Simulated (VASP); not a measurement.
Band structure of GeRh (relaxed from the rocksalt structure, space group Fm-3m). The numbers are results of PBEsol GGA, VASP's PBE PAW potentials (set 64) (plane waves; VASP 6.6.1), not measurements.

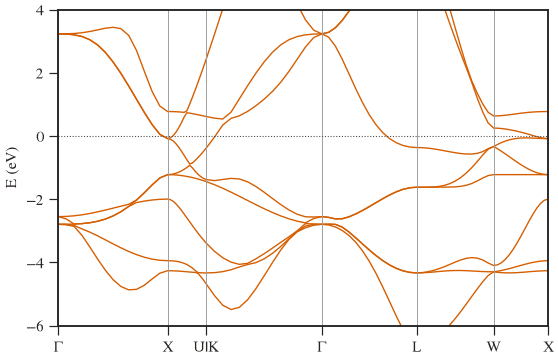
Bands along high-symmetry lines, zero at the valence-band maximum or, without a gap, the Fermi level

Q: Read the plot: is there a gap, and where are the band edges?

A: It has no gap at this level: it comes out as a metal or semimetal. (Edges off the drawn lines would not show.)

The structure was generated: GeRh was put into the rocksalt type (Fm-3m), which need not be its known phase. It was relaxed first, which changed the volume by -20 %. The electron count is odd and the run is not spin-polarised, which forces a metal.
